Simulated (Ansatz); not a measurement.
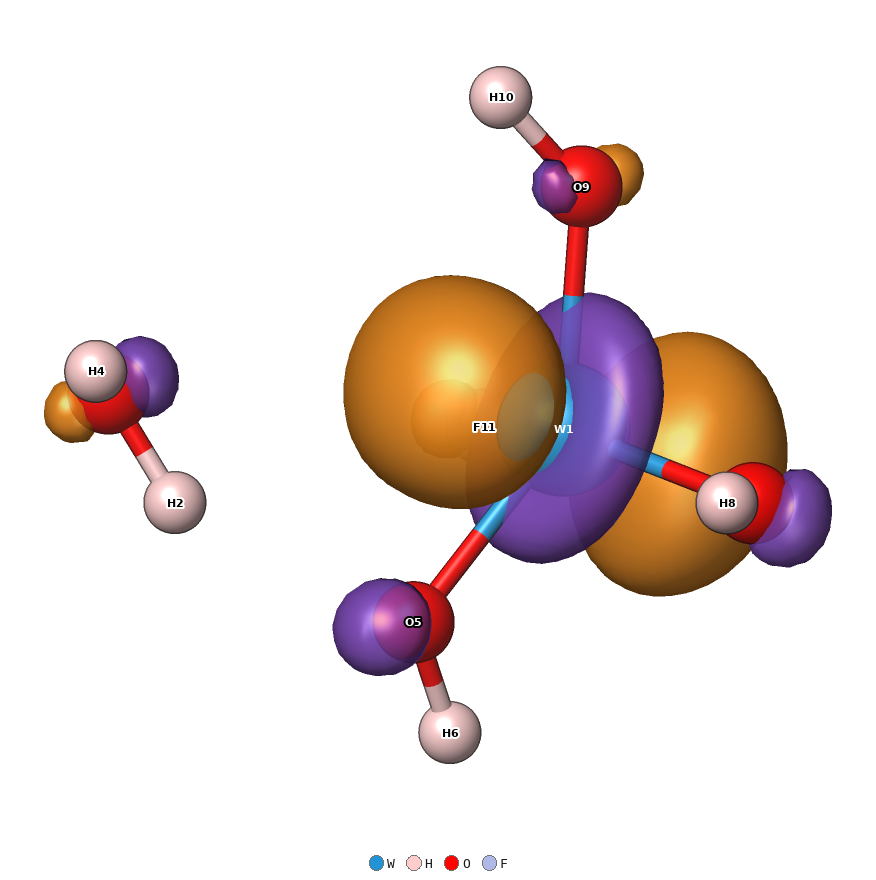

*FH₃O₃W···H₂O. The HOMO at ±0.15 Å⁻³ᐟ² (orange and purple are the two phases), seen across its widest extent.*

Core potentials replace the inner electrons of W.

Level of theory: RKS B3LYP/def2-SVP (Ansatz 0.2.0).

Input file:

```
crystal:
  periodic: [false, false, false]
  atoms:
    - { symbol: W, position_ang: [-0.623291, -0.231295, -0.34985] }
    - { symbol: H, position_ang: [1.855626, 0.745344, 0.837517] }
    - { symbol: O, position_ang: [2.268941, -0.148477, 0.878542] }
    - { symbol: H, position_ang: [2.21892, -0.371836, 1.821166] }
    - { symbol: O, position_ang: [-0.068913, 1.451207, 0.373867] }
    - { symbol: H, position_ang: [-0.295971, 2.201777, -0.216561] }
    - { symbol: O, position_ang: [-2.460652, 0.007724, -0.007809] }
    - { symbol: H, position_ang: [-2.667942, 0.030704, 0.950805] }
    - { symbol: O, position_ang: [-0.475599, -2.068195, -0.07895] }
    - { symbol: H, position_ang: [0.123381, -2.61651, 0.44292] }
    - { symbol: F, position_ang: [0.6129, -0.078643, -1.756947] }
basis:
  gaussian: { orbitals: def2-SVP }
hamiltonian:
  xc: b3lyp
relax:
  f_tol: 0.03
  max_steps: 50
output:
  orbitals: {}
```

Command:

```sh
ansatz run input.yaml --threads 4 --pin off --max-ram 5120MiB --backend cpu --events-out ev --progress --plain --runs-dir out
```

The fields are those of the run's last geometry, not of the input's.

> Describe this orbital and give its energy.

It lies mainly on W1 (about 80 %). Its energy is −5.31 eV.
